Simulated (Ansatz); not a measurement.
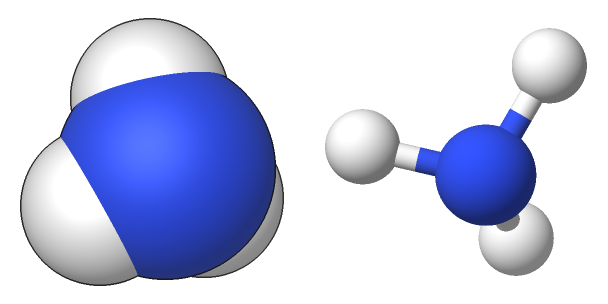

Two views of one molecule. Colours: hydrogen white, nitrogen blue.

The computed structure is the end point of a PBE0-D4/def2-TZVP optimisation.

> Give the formula.

NH3, 4 atoms: 1 nitrogen and 3 hydrogen.

> Which point group does it belong to?

C3v.

> How many bonds of each kind are drawn?

3 N–H. Sticks follow a distance rule.

> How many sets of symmetry-equivalent atoms are there?

2: 3 H, 1 N.

The parts below concern this one geometry. Atoms keep their numbers from picture to picture.

Electronic properties

Method: RKS PBE0-D4/def2-TZVP (Ansatz 0.2.0).

> Give the dipole moment at this level.

1.69 D.

Vibrations

Harmonic vibrations computed with RKS PBE0-D4/def2-TZVP (Ansatz 0.2.0) at a stationary point of the same level.

> List the wavenumbers.

6 modes: 1031, 1670, 1670, 3501, 3630, 3631 cm⁻¹.

Thermal motion

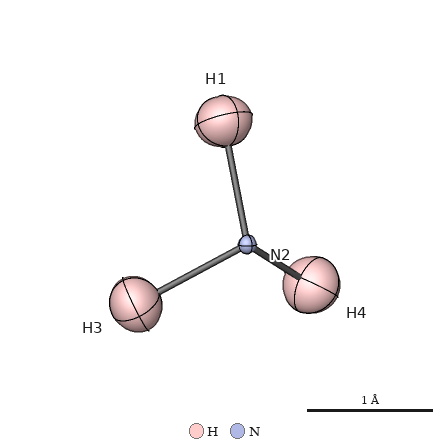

Displacement ellipsoids at the 50 % level, enlarged 2 times, from the internal vibrations of the free molecule (harmonic, no overall translation or rotation; no half-axis is drawn under 0.075 Å). Vibrations computed with RKS PBE0-D4/def2-TZVP (Ansatz 0.2.0). Temperature: 600 K.

> Which atom has the largest mean-square displacement?

H1, H3, H4, with U_eq = 0.0054 Å².

List U_eq and the three principal root-mean-square amplitudes for each kind of atom.

| atom | U_eq (Å²) | rms amplitudes (Å) |
| --- | --- | --- |
| H1, H3, H4 | 0.0054 | 0.066, 0.076, 0.079 |
| N2 | 0.00012 | 0.008, 0.008, 0.015 |
